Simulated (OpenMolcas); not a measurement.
**Single-point calculation, with input and output: Al2H4 (part 3 of 3)**

Al2H4; MCPF/ANO-RCC-VDZ, RHF, DKH2, in an applied electric field (OpenMolcas 26.06). The geometry comes from this level: GFN2-xTB.

Geometry of the input (Å):
```
Al -0.8541  -0.9475  0.0105
Al 0.4499  1.1689  0.2433
H  -2.1960  -1.7681  0.2746
H  0.3663  -1.6390  -0.7642
H  1.6916  0.5121  -0.5277
H  0.5423  2.6737  0.7635
```

What the program printed, continued
```
        1 AL1    1s         0.0001    0.9999   -0.0001   -0.0089   -0.0000    0.0000   -0.0000   -0.0000   -0.0000   -0.0000
        2 AL1    2s        -0.0000    0.0090    0.0165    0.9992   -0.0006    0.0000    0.0001    0.0006   -0.0015    0.0028
        3 AL1    3s         0.0000   -0.0052   -0.0000    0.0322   -0.0002   -0.0004    0.0005    0.0003    0.0005    0.0000
        4 AL1    4s         0.0000   -0.0002   -0.0001    0.0035    0.0003   -0.0001    0.0000   -0.0001    0.0005   -0.0007
        5 AL1    2px       -0.0000    0.0000    0.0000    0.0011   -0.0684    0.0046    0.0270    0.7207    0.6301   -0.2792
        6 AL1    3px       -0.0000    0.0000    0.0001   -0.0001   -0.0003   -0.0000    0.0003    0.0012    0.0013   -0.0004
        7 AL1    4px        0.0000    0.0000    0.0000   -0.0001    0.0001    0.0000    0.0001    0.0003   -0.0007   -0.0007
        8 AL1    2py       -0.0000   -0.0000   -0.0001   -0.0026   -0.0912   -0.0203    0.0490    0.6620   -0.5467    0.5016
        9 AL1    3py       -0.0000   -0.0000   -0.0003    0.0000   -0.0006   -0.0004    0.0002    0.0008   -0.0008    0.0001
       10 AL1    4py        0.0000   -0.0000   -0.0001    0.0004    0.0002   -0.0000   -0.0001   -0.0003    0.0009    0.0004
       11 AL1    2pz       -0.0000   -0.0000   -0.0000   -0.0013   -0.0003    0.0111    0.0158   -0.1655    0.5510    0.8177
       12 AL1    3pz        0.0000   -0.0000   -0.0001   -0.0000   -0.0001    0.0003    0.0002   -0.0005    0.0014    0.0013
       13 AL1    4pz        0.0000   -0.0000   -0.0000    0.0002    0.0001    0.0001    0.0000    0.0001   -0.0021   -0.0009
       14 AL2    1s         0.9999   -0.0001   -0.0089    0.0002    0.0000   -0.0000   -0.0000    0.0000    0.0000   -0.0000
       15 AL2    2s         0.0090   -0.0000    0.9992   -0.0163   -0.0000   -0.0015    0.0022    0.0003    0.0001   -0.0000
       16 AL2    3s        -0.0052    0.0000    0.0322   -0.0011   -0.0004    0.0005    0.0001    0.0002   -0.0004    0.0006
       17 AL2    4s        -0.0002    0.0000    0.0035   -0.0003    0.0000    0.0005   -0.0005   -0.0002   -0.0001    0.0001
       18 AL2    2px        0.0000    0.0000    0.0023   -0.0000    0.2806    0.7329   -0.6147    0.0712   -0.0174    0.0283
       19 AL2    3px        0.0000   -0.0000   -0.0000    0.0003    0.0002    0.0013   -0.0004   -0.0003    0.0002   -0.0001
       20 AL2    4px        0.0000   -0.0000   -0.0003    0.0001   -0.0004   -0.0009   -0.0006    0.0001    0.0001    0.0001
       21 AL2    2py       -0.0000    0.0000   -0.0003    0.0000    0.9004   -0.4162   -0.0725    0.0993    0.0022    0.0260
       22 AL2    3py       -0.0000    0.0000    0.0001    0.0001    0.0015   -0.0011    0.0000   -0.0003    0.0002   -0.0004
       23 AL2    4py       -0.0000   -0.0000    0.0000    0.0001    0.0001    0.0005    0.0005    0.0002   -0.0000   -0.0000
       24 AL2    2pz       -0.0000    0.0000   -0.0009    0.0000    0.3117    0.5376    0.7832    0.0021   -0.0120   -0.0138
       25 AL2    3pz       -0.0000    0.0000    0.0000   -0.0001    0.0008    0.0014    0.0014    0.0000    0.0003    0.0001
       26 AL2    4pz       -0.0000   -0.0000    0.0001   -0.0000   -0.0002   -0.0021   -0.0009   -0.0000    0.0002    0.0001
       27 H3     1s        -0.0000   -0.0000    0.0002   -0.0007    0.0000   -0.0000   -0.0000   -0.0016   -0.0002   -0.0001
       28 H3     2s        -0.0000   -0.0000    0.0002    0.0001   -0.0002   -0.0000    0.0001    0.0014    0.0003   -0.0003
       29 H4     1s         0.0000   -0.0000   -0.0000   -0.0004    0.0000    0.0002   -0.0003    0.0000    0.0004   -0.0012
       30 H4     2s        -0.0000   -0.0000    0.0000    0.0004   -0.0001    0.0002   -0.0003   -0.0009   -0.0009    0.0013
       31 H5     1s        -0.0000    0.0000   -0.0004   -0.0000    0.0001    0.0005   -0.0012    0.0001    0.0001   -0.0002
       32 H5     2s        -0.0000   -0.0000    0.0004   -0.0000    0.0009   -0.0009    0.0013    0.0002    0.0002   -0.0003
       33 H6     1s        -0.0000   -0.0000   -0.0007    0.0002    0.0016   -0.0003    0.0001    0.0003   -0.0001    0.0001
       34 H6     2s        -0.0000   -0.0000    0.0000    0.0002   -0.0013    0.0003   -0.0004   -0.0000   -0.0000    0.0000

          Orbital           11        12        13        14        15        16        17        18        19        20
          Occ. No.          1.9728    1.9681    1.9641    1.9568    1.9522    0.0454    0.0362    0.0297    0.0244    0.0141

        1 AL1    1s         0.0066   -0.0060    0.0004   -0.0008   -0.0023   -0.0042   -0.0017    0.0059    0.0017    0.0005
        2 AL1    2s         0.0343   -0.0292   -0.0011   -0.0276   -0.0031   -0.1286   -0.0498    0.1114    0.0296    0.0106
        3 AL1    3s         0.4163   -0.3697    0.0780    0.2328   -0.2026    0.8922    0.3350   -0.5657   -0.1134   -0.0787
        4 AL1    4s        -0.0330    0.0370   -0.0098    0.0273   -0.0131   -0.0348   -0.0500   -0.0011   -0.0200    0.0887
        5 AL1    2px       -0.0078   -0.0064    0.0336   -0.0198    0.0024   -0.0019    0.0324    0.0316   -0.0336   -0.0025
        6 AL1    3px        0.0803    0.0727   -0.2988    0.3555    0.0022   -0.0583    0.5605    0.5471   -0.5082    0.2594
        7 AL1    4px       -0.0032   -0.0003    0.0177   -0.0061    0.0008   -0.0027    0.0020    0.0031    0.0011   -0.0208
        8 AL1    2py        0.0011   -0.0136    0.0142    0.0094    0.0315   -0.0099   -0.0158    0.0126    0.0332    0.0029
        9 AL1    3py       -0.0009    0.1161   -0.0954   -0.0067   -0.4109    0.0323   -0.2652    0.4310    0.7313   -0.1871
       10 AL1    4py        0.0012   -0.0066    0.0048    0.0069    0.0172   -0.0125   -0.0036   -0.0170   -0.0211    0.0346
       11 AL1    2pz        0.0030   -0.0028   -0.0090    0.0120    0.0113   -0.0019   -0.0200   -0.0073    0.0267   -0.0099
       12 AL1    3pz       -0.0036   -0.0259    0.0987   -0.1441   -0.1837    0.1210   -0.3185   -0.1464    0.4837    0.5058
       13 AL1    4pz        0.0036   -0.0062   -0.0049    0.0053    0.0049   -0.0047   -0.0052   -0.0026   -0.0117   -0.0537
       14 AL2    1s         0.0070    0.0056   -0.0004    0.0009   -0.0022    0.0041   -0.0017    0.0060   -0.0011    0.0000
       15 AL2    2s         0.0367    0.0279   -0.0021    0.0294    0.0027    0.1247   -0.0524    0.1156   -0.0172    0.0048
       16 AL2    3s         0.4269    0.3433   -0.0112   -0.2401   -0.2583   -0.8642    0.3605   -0.5891    0.0483   -0.0580
       17 AL2    4s        -0.0347   -0.0365   -0.0062   -0.0281   -0.0166    0.0305   -0.0539   -0.0048    0.0296    0.0969
       18 AL2    2px       -0.0050   -0.0094    0.0066    0.0197   -0.0260   -0.0061    0.0334   -0.0011    0.0467   -0.0032
       19 AL2    3px        0.0402    0.0707   -0.0797   -0.1945    0.3854    0.0884    0.5623   -0.2090    0.8833    0.2437
       20 AL2    4px       -0.0026   -0.0054    0.0061    0.0099   -0.0135   -0.0101    0.0061    0.0165   -0.0173   -0.0363
       21 AL2    2py        0.0049   -0.0192   -0.0331   -0.0094   -0.0171   -0.0061   -0.0166   -0.0302   -0.0131   -0.0010
       22 AL2    3py       -0.0592    0.1700    0.2778    0.2506    0.2203   -0.0270   -0.3055   -0.6337   -0.1087   -0.2826
       23 AL2    4py        0.0016   -0.0072   -0.0161   -0.0008   -0.0085   -0.0095    0.0012    0.0045   -0.0095    0.0121
       24 AL2    2pz        0.0032   -0.0027   -0.0152   -0.0120    0.0053   -0.0007   -0.0207   -0.0094   -0.0246   -0.0105
       25 AL2    3pz       -0.0066    0.0692    0.1366    0.1667   -0.1168   -0.1329   -0.3317   -0.2244   -0.4253    0.5214
       26 AL2    4pz        0.0037    0.0036   -0.0085   -0.0047    0.0012    0.0020   -0.0051   -0.0007    0.0088   -0.0588
       27 H3     1s         0.1844   -0.2951    0.3943   -0.2829    0.1440   -0.6140    0.1566    0.8587   -0.0541    0.0529
       28 H3     2s         0.0088    0.0183   -0.0160   -0.0061    0.0084    0.0550    0.0615   -0.0469    0.0930   -0.0256
       29 H4     1s         0.2187   -0.1836   -0.1550    0.3990    0.2883   -0.4264   -0.8513   -0.0280    0.7244   -0.0117
       30 H4     2s        -0.0283    0.0147    0.0356   -0.0098    0.0120    0.0844    0.0148   -0.0591   -0.0313   -0.0298
       31 H5     1s         0.2202    0.1506   -0.2112   -0.4082    0.2658    0.3809   -0.8927    0.0575   -0.6952   -0.0225
       32 H5     2s        -0.0285   -0.0078    0.0359    0.0039    0.0155   -0.0846    0.0164   -0.0675    0.0208   -0.0285
       33 H6     1s         0.2057    0.3622    0.3656    0.2632    0.1542    0.6004    0.1190    0.8525    0.1296    0.0755
       34 H6     2s         0.0099   -0.0159   -0.0036    0.0158    0.0160   -0.0450    0.0647   -0.0456   -0.1049   -0.0321

          Orbital           21        22        23        24        25        26        27        28        29        30
          Occ. No.          0.0122    0.0057    0.0044    0.0041    0.0037    0.0027    0.0019    0.0004    0.0003    0.0003

        1 AL1    1s        -0.0093    0.0021    0.0071    0.0003    0.0076    0.0013    0.0044    0.0104    0.0353   -0.0234
        2 AL1    2s        -0.1487    0.0254    0.1075   -0.0008    0.0919    0.0450    0.0898    0.1698    0.5200   -0.3094
        3 AL1    3s         0.6708   -0.0549   -0.4326    0.0057   -0.3060   -0.2710   -0.4769   -0.7759   -2.0780    1.0756
        4 AL1    4s         0.0352   -0.1592   -0.1575    0.1519    0.3432   -0.5955   -0.6500   -0.6946   -1.3548    0.5207
        5 AL1    2px        0.0890   -0.0138   -0.0491    0.0801   -0.0034   -0.0068    0.0090   -0.0236   -0.0248   -0.0490
        6 AL1    3px        1.1281   -0.4194   -0.4575    0.8718   -0.0177   -0.1059    0.0364   -0.3541   -0.1567   -0.7045
        7 AL1    4px       -0.0070    0.0182    0.0015   -0.1423    0.0313   -0.0536    0.1292   -0.5460    0.0843   -0.7249
        8 AL1    2py        0.0768   -0.0040   -0.0276    0.0223   -0.0018   -0.0484    0.0311    0.0292   -0.0195   -0.0159
        9 AL1    3py        1.0126    0.2082   -0.2902    0.2394    0.0736   -0.5668    0.2452    0.2716   -0.2481   -0.4130
       10 AL1    4py       -0.0101   -0.0178   -0.0664   -0.0222   -0.1040    0.0768   -0.3420    0.2992   -0.2302   -0.5750
       11 AL1    2pz       -0.0092   -0.0067    0.0115   -0.0262    0.0012   -0.0146    0.0075    0.0213    0.0025    0.0154
       12 AL1    3pz       -0.0577   -0.7000    0.1728   -0.3430   -0.0145   -0.0686    0.1289    0.2713   -0.0123    0.1500
       13 AL1    4pz       -0.0149    0.0543   -0.0350    0.0719   -0.0175    0.0101   -0.2375    0.2866   -0.1842    0.0572
       14 AL2    1s         0.0097   -0.0020   -0.0008    0.0062    0.0084   -0.0018    0.0063    0.0118   -0.0366   -0.0205
       15 AL2    2s         0.1546   -0.0236   -0.0190    0.0929    0.1016   -0.0492    0.1192    0.1910   -0.5343   -0.2667
       16 AL2    3s        -0.6940    0.0487    0.0843   -0.3712   -0.3367    0.2750   -0.5972   -0.8595    2.1129    0.9027
       17 AL2    4s        -0.0200    0.1540    0.1816   -0.1243    0.3501    0.5378   -0.7412   -0.7481    1.3493    0.4085
       18 AL2    2px        0.0270    0.0024    0.0160    0.0075   -0.0056   -0.0418   -0.0220   -0.0404   -0.0083   -0.0047
       19 AL2    3px        0.3795    0.2982    0.1632    0.1065   -0.1344   -0.4621   -0.1823   -0.4444   -0.1593    0.0951
       20 AL2    4px       -0.0087   -0.0156   -0.0458    0.0295    0.1259    0.0958    0.3989   -0.5607   -0.2379    0.2403
       21 AL2    2py        0.1101   -0.0158   -0.0933    0.0203    0.0094   -0.0307   -0.0156    0.0059   -0.0270    0.0504
       22 AL2    3py        1.4097   -0.3903   -0.9984    0.1503    0.0309   -0.3623   -0.0857    0.1583   -0.1817    0.8052
       23 AL2    4py       -0.0116    0.0169    0.0981    0.0763    0.0154   -0.0050    0.0741    0.3014    0.0437    0.8967
       24 AL2    2pz        0.0290    0.0046   -0.0424    0.0049    0.0063    0.0058    0.0034    0.0197   -0.0057    0.0211
       25 AL2    3pz        0.3375    0.6508   -0.5360    0.0567    0.0221   -0.0267    0.1053    0.2689   -0.0121    0.2633
       26 AL2    4pz        0.0127   -0.0488    0.0778    0.0126   -0.0132   -0.0075   -0.2028    0.2913    0.1745    0.1872
       27 H3     1s         0.7325   -0.0661   -0.2670    0.7949    0.0221    0.0437    0.3821    0.0216    0.6540   -1.0229
       28 H3     2s        -0.0039   -0.0636   -0.2873    1.2168    0.1174    0.0974    0.5428   -0.0629    0.7829   -1.1012
       29 H4     1s        -0.2449    0.0559    0.4096   -0.6649   -0.0292   -0.4112    0.2929    0.8376    0.7192    0.2391
       30 H4     2s         0.1216    0.0599    0.3544   -0.8905    0.3005   -0.8779    0.2223    0.9982    0.7537    0.2208
       31 H5     1s         0.2430   -0.0601   -0.7501    0.1440    0.0995    0.4232    0.3337    0.8904   -0.6644    0.2386
       32 H5     2s        -0.1413   -0.0674   -0.9040    0.0063    0.4837    0.8541    0.2505    1.0595   -0.6972    0.2054
       33 H6     1s        -0.7132    0.0767    0.8884    0.0481   -0.0369   -0.0259    0.3765    0.0476   -0.7166   -0.9605
       34 H6     2s         0.0401    0.0823    1.2877    0.1516    0.0125   -0.0863    0.5389   -0.0323   -0.8379   -1.0218

          Orbital           31
          Occ. No.          0.0002

        1 AL1    1s         0.0095
        2 AL1    2s         0.1335
        3 AL1    3s        -0.5030
        4 AL1    4s        -0.2808
        5 AL1    2px       -0.0260
        6 AL1    3px       -0.2367
        7 AL1    4px       -0.1929
        8 AL1    2py        0.0699
        9 AL1    3py        0.8564
       10 AL1    4py        0.8546
       11 AL1    2pz        0.0371
       12 AL1    3pz        0.4328
       13 AL1    4pz        0.3928
       14 AL2    1s        -0.0080
       15 AL2    2s        -0.1132
       16 AL2    3s         0.4273
       17 AL2    4s         0.2390
       18 AL2    2px        0.0765
       19 AL2    3px        0.8912
       20 AL2    4px        0.8526
       21 AL2    2py        0.0111
       22 AL2    3py        0.1968
       23 AL2    4py        0.2287
       24 AL2    2pz       -0.0284
       25 AL2    3pz       -0.3190
       26 AL2    4pz       -0.2717
       27 H3     1s         0.2480
       28 H3     2s         0.2414
       29 H4     1s         1.0889
       30 H4     2s         1.3338
       31 H5     1s        -1.0748
       32 H5     2s        -1.3136
       33 H6     1s        -0.1969
       34 H6     2s        -0.1900
--

++    Molecular charges:
      ------------------

      Mulliken charges per centre and basis function type
      ---------------------------------------------------

                AL1     AL2     H3      H4      H5      H6
      1s       2.0000  2.0000  1.1214  1.0456  1.0527  1.1548
      2s       1.9954  1.9954  0.0012 -0.0178 -0.0194  0.0004
      2px      2.0001  2.0000  0.0000  0.0000  0.0000  0.0000
      2pz      2.0000  2.0000  0.0000  0.0000  0.0000  0.0000
      2py      2.0000  2.0001  0.0000  0.0000  0.0000  0.0000
      3s       1.1519  1.1610  0.0000  0.0000  0.0000  0.0000
      3px      0.7583  0.7089  0.0000  0.0000  0.0000  0.0000
      3pz      0.2304  0.2298  0.0000  0.0000  0.0000  0.0000
      3py      0.6963  0.7548  0.0000  0.0000  0.0000  0.0000
      4s      -0.0082 -0.0096  0.0000  0.0000  0.0000  0.0000
      4px     -0.0006 -0.0013  0.0000  0.0000  0.0000  0.0000
      4pz     -0.0003  0.0000  0.0000  0.0000  0.0000  0.0000
      4py     -0.0010 -0.0003  0.0000  0.0000  0.0000  0.0000
      Total   12.8222 12.8388  1.1227  1.0278  1.0334  1.1552

      N-E      0.1778  0.1612 -0.1227 -0.0278 -0.0334 -0.1552

      Total electronic charge=   30.000000

      Total            charge=    0.000000
--

++    Molecular properties:
      ---------------------

      Dipole Moment (debye):
      Origin of the operator (angstrom)=   -0.1810    0.0991    0.1137
                   X= -4.9935E-01               Y= -4.8502E-02               Z= -1.3110E+00           Total=  1.4037E+00
      Quadrupole Moment (debye*angstrom):
      Origin of the operator (angstrom)=   -0.1810    0.0991    0.1137
                  XX= -3.6325E+01              XY= -2.9540E+00              XZ=  4.1318E+00              YY= -3.8421E+01
                  YZ= -4.0261E+00              ZZ= -2.7987E+01
      In traceless form (debye*angstrom)
                  XX= -3.1208E+00              XY= -4.4310E+00              XZ=  6.1976E+00              YY= -6.2652E+00
                  YZ= -6.0392E+00              ZZ=  9.3860E+00
--

--- Stop Module: cpf /rc=_RC_ALL_IS_WELL_ ---

.##################.
.# Happy landing! #.
.##################.

    Timing: Wall=2.35 User=1.75 System=0.58
```

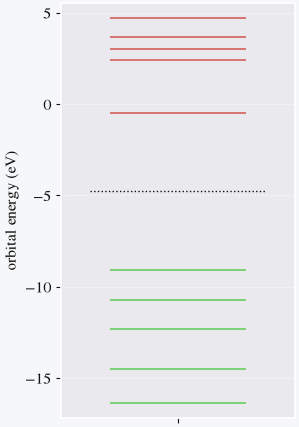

Fig. 1: Orbital energies near the frontier; the dotted line parts filled from empty levels, and levels within 0.02 eV of each other stand side by side. Highest filled −9.07 eV, lowest empty −0.49 eV, 8.58 eV apart.

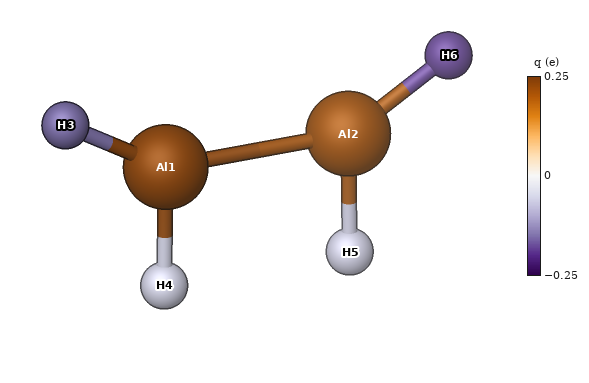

Fig. 2: Mulliken charges, as the colour of each atom (ball-and-stick view, seen at a tilt; atoms are numbered from 1 in the order of the input). By element: Al +0.22 to +0.24 and H −0.18 to −0.06 e.

Summary

```csv
quantity,value
outcome,converged
total energy,−487.022658 hartree
SCF energy,−486.922761 hartree
correlation energy,−0.099897 hartree
basis functions,34
HOMO,−9.07 eV
LUMO,−0.49 eV
dipole moment,1.32 debye
wall time,2.6 s
peak memory,0.38 GiB
```
